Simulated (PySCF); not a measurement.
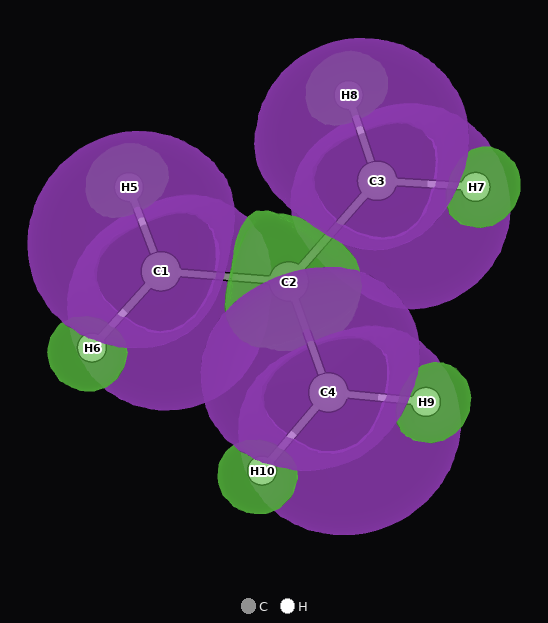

Figure. C₄H₆, triplet, SMILES `[CH2]C([CH2])=C`. Spin density ρα − ρβ at ±0.01 e/Å³ (purple: excess α, green: excess β).

Computed with PySCF, LDA (SVWN)/def2-SVP, geometry: GFN2-xTB. No frequency check shows the geometry to be a minimum. The stability of the open-shell solution wasn't checked. GFN2-xTB doesn't know the spin state, so this open-shell geometry is rough.

Input script:

```python
import numpy as np
from pyscf import gto, scf, dft
from pyscf.scf import atom_ks, atom_hf
from scipy.linalg import block_diag

def solve(mol, dm0=None, hcore=None):
    mf = (dft.UKS if mol.spin else dft.RKS)(mol, xc='svwn')
    mf.grids.level = 3
    mf = mf.density_fit(auxbasis='def2-universal-jkfit')
    mf.conv_tol, mf.max_cycle = 1e-8, 80
    if hcore is not None:
        mf.get_hcore = lambda *args: hcore
    mf.kernel(dm0)
    if not mf.converged:
        mf = mf.newton().run(mf.mo_coeff, mf.mo_occ, max_cycle=30)
    assert mf.converged, 'SCF not converged'
    return mf

mol = gto.M(atom='''
C      1.35418    -0.36283     0.00000
C      0.00001    -0.00004     0.00000
C     -0.99133    -0.99131     0.00000
C     -0.36286     1.35417     0.00000
H      1.65044    -1.39512     0.00000
H      2.12688     0.38301     0.00000
H     -2.03342    -0.73175     0.00000
H     -0.73174    -2.03342     0.00000
H     -1.39512     1.65043     0.00000
H      0.38300     2.12688     0.00000
''', basis='def2-svp', charge=0, spin=2, verbose=4)
mf = solve(mol)
mf.analyze()
# spherically averaged free atoms, for the promolecule
atm = atom_ks.get_atm_nrks(mol, xc='svwn')
pro = block_diag(*[(atm[a[0]][2] * atm[a[0]][3]) @ atm[a[0]][2].T for a in mol._atom])
np.savez('result.npz', e=mf.e_tot, c=mf.mo_coeff, occ=mf.mo_occ, eps=mf.mo_energy, pro=pro, dip=mf.dip_moment(verbose=0), s2=mf.spin_square()[0])
```

Run with:

```sh
OMP_NUM_THREADS=1 python input.py
```

The run took 8.8 s on 1 thread of Arm Neoverse V1, on a shared host, peak memory 0.24 GiB.

Partitions, critical points and surface values were worked out afterwards from this run's density.

**Where is the unpaired spin?**

Hirshfeld spin populations: C1, C3 and C4 +0.55, C2 +0.10 and H5, H6, H7, H8, H9 and H10 +0.04. ⟨S²⟩ = 2.01, against 2.00 for a pure state. The picture also shows regions of β spin from spin polarisation; the Hirshfeld sums, whose atoms overlap, net them against the α spin of neighbours.
